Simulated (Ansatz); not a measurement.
## Electronic structure of F$_{5}$H$_{3}$NTa in real space

Input

```
crystal:
  periodic: [false, false, false]
  atoms:
    - { symbol: Ta, position_ang: [0.015775, 0.139397, 0.04455] }
    - { symbol: "N", position_ang: [2.11603, 0.177907, 0.164827] }
    - { symbol: H, position_ang: [2.611658, 0.495262, 1.004602] }
    - { symbol: H, position_ang: [2.714073, 0.180315, -0.666077] }
    - { symbol: F, position_ang: [0.131372, 0.455878, 1.910411] }
    - { symbol: F, position_ang: [0.365145, -0.369061, -1.746455] }
    - { symbol: F, position_ang: [-0.71757, 1.806585, -0.37283] }
    - { symbol: F, position_ang: [-1.286084, -1.201012, 0.255913] }
    - { symbol: F, position_ang: [1.305114, -2.632637, 0.682737] }
    - { symbol: H, position_ang: [2.013087, -2.028234, 0.594523] }
basis:
  gaussian: { orbitals: def2-SVP }
hamiltonian:
  xc: pbe
relax:
  f_tol: 0.03
  max_steps: 50
output:
  orbitals: {}
```

Command:

```sh
ansatz run input.yaml --threads 4 --pin off --max-ram 5120MiB --backend cpu --events-out ev --progress --plain --runs-dir out
```

The fields are those of the relaxed geometry.

Core potentials replace the inner electrons of Ta.

The calculation used Ansatz, RKS PBE/def2-SVP.

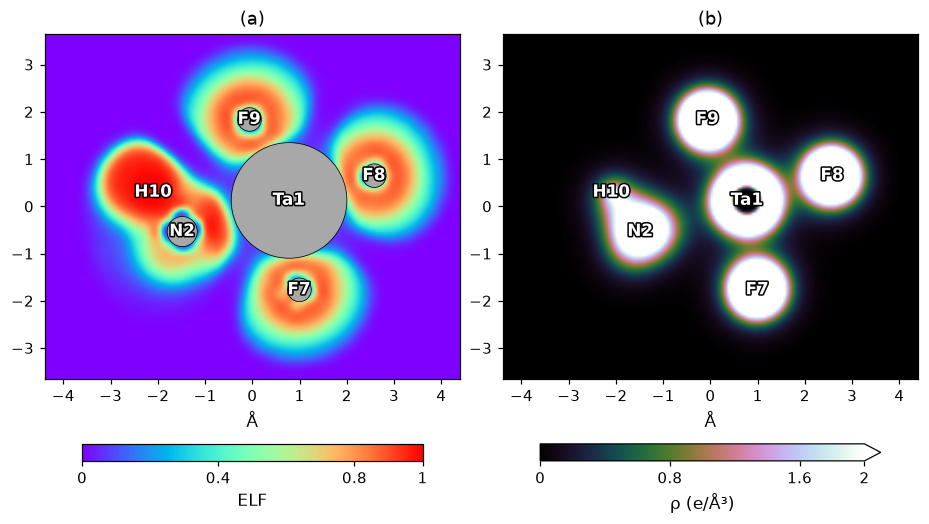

Figure 1. (a) electron localisation function; (b) electron density on the plane of atoms N2, Ta1 and F7. Grey discs cover the atomic cores in the ELF map.

Describe what can be read from this map.

The section cuts through Ta, N, F and H sites.
Ta–F (1.88 Å): the density is about 1 e/Å³ at the midpoint; the ELF peaks at about 0.85 in the valence shell of F, 0.5 Å from its nucleus, and drops to about 0.20 between the two atoms.
Ta–N (2.36 Å): ρ at the midpoint is about 0.42 e/Å³; the ELF peaks at about 0.95 in the valence shell of N, 0.6 Å from its nucleus, and is about 0.25 at the midpoint.
N–H (1.03 Å): ρ at the midpoint is about 2.8 e/Å³; the ELF climbs to about 1 towards the hydrogen, as it does in any bond to H; a covalent bond by its length.

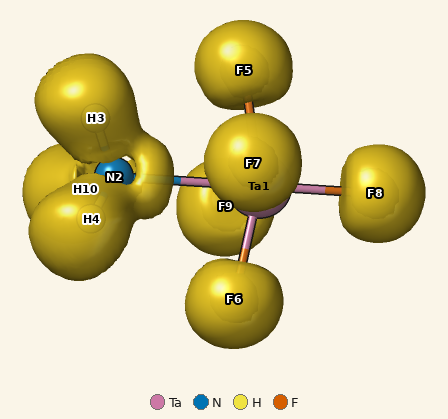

Figure 2. Isosurface of the ELF at 0.75 (yellow), seen at a tilt. Only the valence region is drawn (cores and ρ < 0.01 e/Å³ removed).

Where are the electrons localised?

The ELF exceeds this value in five regions wrapped around F (the valence shell of each) and one joined region spread over several atoms (H, N), in which their bonds and any lone pairs are merged.

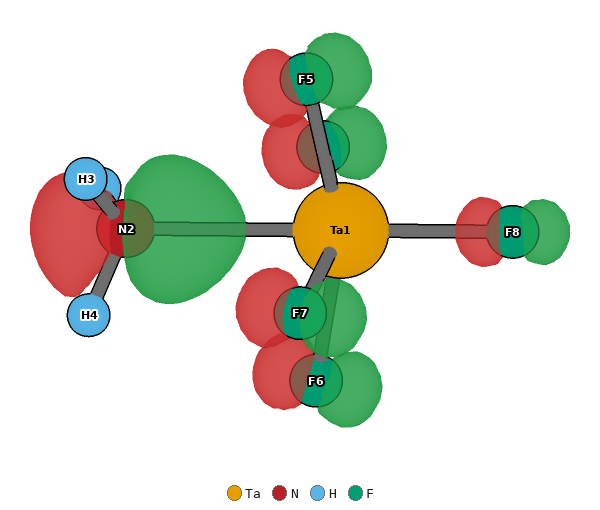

Figure 3. The HOMO−1 at ±0.2 Å⁻³ᐟ² (green and red are the two phases), seen across its widest extent.

Where does this orbital lie, and at what energy?

Its weight (Hirshfeld) is mainly on N2 (about 40 %), F7 (about 10 %), F6 (about 10 %), F5 (about 10 %) and F9 (about 10 %); largely a combination of lone pairs on N2, F7, F6, F5 and F9. Its energy is −9.01 eV.
